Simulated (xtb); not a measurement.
# Frequency calculation, with input and output: C3H10AlAs (part 2 of 2)

Continued. System: C3H10AlAs, SMILES C[CH2][Al]([CH3])[AsH2]. Method: GFN2-xTB (xtb 6.7.1 later snapshot). The geometry was optimised with GFN2-xTB.

Geometry of the input (Å):
```
C  -0.0715  2.2330  0.5905
C  0.4690  0.8821  1.0866
Al 0.0965  -0.5181  -0.3159
C  0.7942  -2.3728  -0.0811
As -1.3095  0.1669  -2.1674
H  0.0475  3.0220  1.3337
H  0.4497  2.5416  -0.3190
H  -1.1366  2.1535  0.3488
H  -0.0041  0.6461  2.0515
H  1.5378  0.9896  1.3186
H  1.3717  -2.7143  -0.9502
H  -0.0029  -3.1141  0.0597
H  1.4559  -2.4589  0.7882
H  -1.2691  -1.2966  -2.5481
H  -2.4287  -0.1601  -1.1958
```

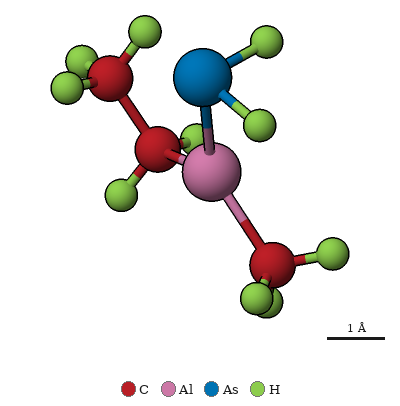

**Figure 1.** The structure (ball-and-stick view, seen at a tilt). Sticks mark near contacts.

**Output, continued**
```
 ---------------------------------------------------------------------------
     1   6      3.995 --     2      0.993     6      0.983     7      0.968
                             8      0.959
     2   6      3.898 --     1      0.993    10      0.929     9      0.927
                             3      0.926
     3  13      3.596 --     5      1.054     4      1.003     2      0.926
     4   6      3.892 --     3      1.003    13      0.925    12      0.921
                            11      0.920
     5  33      3.079 --     3      1.054    14      0.906    15      0.899
     6   1      0.998 --     1      0.983
     7   1      0.998 --     1      0.968
     8   1      0.998 --     1      0.959
     9   1      0.999 --     2      0.927
    10   1      0.999 --     2      0.929
    11   1      0.997 --     4      0.920
    12   1      0.997 --     4      0.921
    13   1      0.998 --     4      0.925
    14   1      0.998 --     5      0.906
    15   1      0.998 --     5      0.899
 ---------------------------------------------------------------------------

Topologies differ in total number of bonds
Writing topology from bond orders to xtbtopo.mol

molecular dipole:
                 x           y           z       tot (Debye)
 q only:        0.042       0.068      -0.178
   full:        0.150      -0.240       0.159       0.825
molecular quadrupole (traceless):
                xx          xy          yy          xz          yz          zz
 q only:       -0.161      -0.243      -0.023      -1.063      -1.062       0.184
  q+dip:       -0.935       0.186       2.830      -1.537       1.747      -1.895
   full:        1.521       1.433       0.866      -4.298       1.523      -2.387

           -------------------------------------------------
          |               Frequency Printout                |
           -------------------------------------------------
 projected vibrational frequencies (cm⁻¹)
eigval :       -0.00    -0.00    -0.00     0.00     0.00     0.00
eigval :       43.18    46.62    79.46    85.30   106.63   130.84
eigval :      191.39   210.58   305.50   434.41   470.69   474.78
eigval :      502.64   571.53   592.95   653.70   896.65   957.82
eigval :      995.43  1025.52  1216.29  1223.01  1303.61  1400.30
eigval :     1453.07  1458.79  1473.63  1488.61  1498.31  1787.58
eigval :     1824.34  2858.86  2884.57  2894.95  2905.13  2922.93
eigval :     2931.52  2962.51  2988.00
 reduced masses (amu)
    1:      4.53    2:      4.12    3:      8.62    4:     11.02    5:      7.84    6:      4.62
    7:      1.71    8:      1.07    9:      1.82   10:      1.63   11:      2.68   12:      1.89
   13:      1.49   14:      3.25   15:      6.71   16:      1.07   17:      1.15   18:      1.21
   19:      1.27   20:      1.36   21:      3.42   22:      5.08   23:      1.05   24:      1.12
   25:      1.02   26:      4.41   27:      1.32   28:      1.45   29:      1.21   30:      1.19
   31:      1.06   32:      1.06   33:      1.08   34:      1.06   35:      1.05   36:      1.02
   37:      1.02   38:      1.09   39:      1.06   40:      1.09   41:      1.06   42:      1.06
   43:      1.08   44:      1.08   45:      1.06
 IR intensities (km·mol⁻¹)
    1:      0.04    2:      0.06    3:      0.04    4:      0.01    5:      0.01    6:      0.02
    7:      0.03    8:      0.01    9:      0.27   10:      0.98   11:      3.13   12:      1.02
   13:      2.49   14:     17.42   15:      4.49   16:     25.50   17:      0.57   18:      6.17
   19:     20.35   20:     62.48   21:    226.40   22:    128.26   23:      0.28   24:     19.23
   25:    154.92   26:      6.99   27:      3.96   28:      5.72   29:      4.00   30:      0.43
   31:      2.52   32:      1.11   33:      1.50   34:      3.29   35:      4.49   36:    666.38
   37:    620.70   38:     39.43   39:     53.09   40:     37.24   41:     45.40   42:     19.71
   43:     59.77   44:     45.39   45:     55.85
 Raman intensities (Ä⁴*amu⁻¹)
    1:      0.00    2:      0.00    3:      0.00    4:      0.00    5:      0.00    6:      0.00
    7:      0.00    8:      0.00    9:      0.00   10:      0.00   11:      0.00   12:      0.00
   13:      0.00   14:      0.00   15:      0.00   16:      0.00   17:      0.00   18:      0.00
   19:      0.00   20:      0.00   21:      0.00   22:      0.00   23:      0.00   24:      0.00
   25:      0.00   26:      0.00   27:      0.00   28:      0.00   29:      0.00   30:      0.00
Molecule has no symmetry elements
It seems to be the C1 point group
   31:      0.00   32:      0.00   33:      0.00   34:      0.00   35:      0.00   36:      0.00
   37:      0.00   38:      0.00   39:      0.00   40:      0.00   41:      0.00   42:      0.00
   43:      0.00   44:      0.00   45:      0.00
 output can be read by thermo (or use thermo option).
 writing <g98.out> molden fake output.
 recommended (thermochemical) frequency scaling factor: 1.0
           -------------------------------------------------
          |             Thermodynamic Functions             |
           -------------------------------------------------

c1  symmetry found (for desy threshold:  0.10E+00) used in thermo

          ...................................................
          :                      SETUP                      :
          :.................................................:
          :  # frequencies                          39      :
          :  # imaginary freq.                       0      :
          :  linear?                             false      :
          :  only rotor calc.                    false      :
          :  symmetry                               c1      :
          :  rotational number                       1      :
          :  scaling factor                  1.0000000      :
          :  rotor cutoff                   50.0000000 cm⁻¹ :
          :  imag. cutoff                  -20.0000000 cm⁻¹ :
          :.................................................:

    mode    ω/cm⁻¹     T·S(HO)/kcal·mol⁻¹    T·S(FR)/kcal·mol⁻¹   T·S(vib)
   ------------------------------------------------------------------------
       1     43.18    -1.52280 ( 35.75%)    -1.09966 ( 64.25%)    -1.25091
       2     46.62    -1.47759 ( 43.04%)    -1.07699 ( 56.96%)    -1.24943
       3     79.46    -1.16400 ( 86.45%)    -0.91913 ( 13.55%)    -1.13082
       4     85.30    -1.12259 ( 89.44%)    -0.89817 ( 10.56%)    -1.09889
       5    106.63    -0.99267 ( 95.39%)    -0.83208 (  4.61%)    -0.98526
       6    130.84    -0.87465 ( 97.91%)    -0.77146 (  2.09%)    -0.87249
       7    191.39    -0.66020 ( 99.54%)    -0.65883 (  0.46%)    -0.66019
       8    210.58    -0.60781 ( 99.68%)    -0.63053 (  0.32%)    -0.60789
   ------------------------------------------------------------------------

   temp. (K)  partition function   enthalpy   heat capacity  entropy
                                   cal/mol     cal/K/mol   cal/K/mol   J/K/mol
 298.15  VIB  0.850E+04             4939.364     26.671     32.646
         ROT  0.469E+06              888.727      2.981     28.931
         INT  0.399E+10             5828.092     29.652     61.577
         TR   0.551E+26             1481.212      4.968     40.887
         TOT                        7309.3042    34.6195   102.4641   428.7099

       T/K    H(0)-H(T)+PV         H(T)/Eh          T*S/Eh         G(T)/Eh
   ------------------------------------------------------------------------
    298.15    0.116481E-01    0.121573E+00    0.486840E-01    0.728894E-01
   ------------------------------------------------------------------------

         :::::::::::::::::::::::::::::::::::::::::::::::::::::
         ::                  THERMODYNAMIC                  ::
         :::::::::::::::::::::::::::::::::::::::::::::::::::::
         :: total free energy         -14.839592874855 Eh   ::
         ::.................................................::
         :: total energy              -14.912482267508 Eh   ::
         :: zero point energy           0.109925283294 Eh   ::
         :: G(RRHO) w/o ZPVE           -0.037035890641 Eh   ::
         :: G(RRHO) contrib.            0.072889392653 Eh   ::
         :::::::::::::::::::::::::::::::::::::::::::::::::::::

           -------------------------------------------------
          | TOTAL ENERGY              -14.912482267508 Eh   |
          | TOTAL ENTHALPY            -14.790908866604 Eh   |
          | TOTAL FREE ENERGY         -14.839592874855 Eh   |
          | GRADIENT NORM               0.000054816641 Eh/α |
          | HOMO-LUMO GAP               3.557976856309 eV   |
           -------------------------------------------------

------------------------------------------------------------------------
------------------------------------------------------------------------
 total:
 *  cpu-time:     0 d,  0 h,  0 min,  0.427 sec
 * ratio c/w:     1.000 speedup
 SCF:
 *  cpu-time:     0 d,  0 h,  0 min,  0.007 sec
 * ratio c/w:     1.000 speedup
 analytical hessian:
 *  cpu-time:     0 d,  0 h,  0 min,  0.413 sec
 * ratio c/w:     1.000 speedup
```

**File vibspectrum**
```
$vibrational spectrum
#  mode     symmetry     wave number   IR intensity    selection rules
#                         cm**(-1)      (km*mol⁻¹)        IR
     1                      -0.00         0.00000          -
     2                      -0.00         0.00000          -
     3                      -0.00         0.00000          -
     4                       0.00         0.00000          -
     5                       0.00         0.00000          -
     6                       0.00         0.00000          -
     7        a             43.18         0.02781         YES
     8        a             46.62         0.01135         YES
     9        a             79.46         0.27450         YES
    10        a             85.30         0.97703         YES
    11        a            106.63         3.12896         YES
    12        a            130.84         1.01565         YES
    13        a            191.39         2.49283         YES
    14        a            210.58        17.42472         YES
    15        a            305.50         4.49427         YES
    16        a            434.41        25.49877         YES
    17        a            470.69         0.56939         YES
    18        a            474.78         6.17004         YES
    19        a            502.64        20.35028         YES
    20        a            571.53        62.48175         YES
    21        a            592.95       226.39709         YES
    22        a            653.70       128.26275         YES
    23        a            896.65         0.28130         YES
    24        a            957.82        19.22673         YES
    25        a            995.43       154.92443         YES
    26        a           1025.52         6.99114         YES
    27        a           1216.29         3.96227         YES
    28        a           1223.01         5.72276         YES
    29        a           1303.61         4.00026         YES
    30        a           1400.30         0.43292         YES
    31        a           1453.07         2.51870         YES
    32        a           1458.79         1.11420         YES
    33        a           1473.63         1.49747         YES
    34        a           1488.61         3.29091         YES
    35        a           1498.31         4.48568         YES
    36        a           1787.58       666.37612         YES
    37        a           1824.34       620.69857         YES
    38        a           2858.86        39.43294         YES
    39        a           2884.57        53.09237         YES
    40        a           2894.95        37.24093         YES
    41        a           2905.13        45.39834         YES
    42        a           2922.93        19.71137         YES
    43        a           2931.52        59.76530         YES
    44        a           2962.51        45.39359         YES
    45        a           2988.00        55.84867         YES
$end
```

**Standard error**
```
normal termination of xtb
```

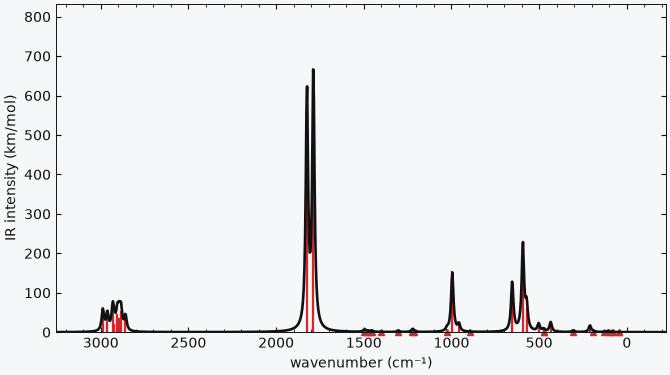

**Figure 2.** Harmonic infrared spectrum, unscaled: sticks (degenerate modes added up, dark ones marked on the axis) with a Lorentzian envelope of 16 cm⁻¹ full width, scaled to the tallest stick. 39 modes from 43 to 2988 cm⁻¹, none imaginary. The strongest line is at 1788 cm⁻¹ (666 km/mol).

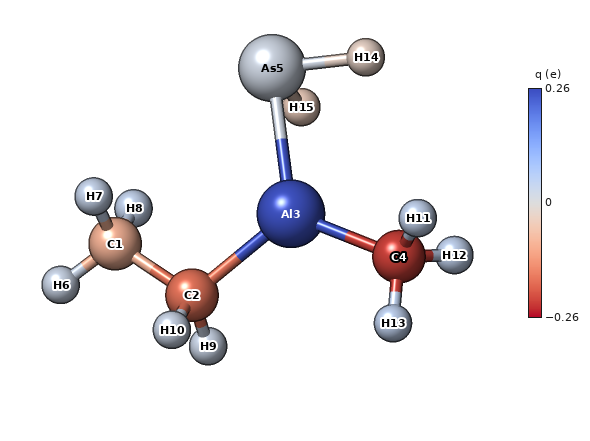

**Figure 3.** Mulliken charges, as the colour of each atom (ball-and-stick view, seen at a tilt; atoms are numbered from 1 in the order of the input). By element: C −0.22 to −0.09, Al +0.25, As +0.02 and H −0.04 to +0.05 e.
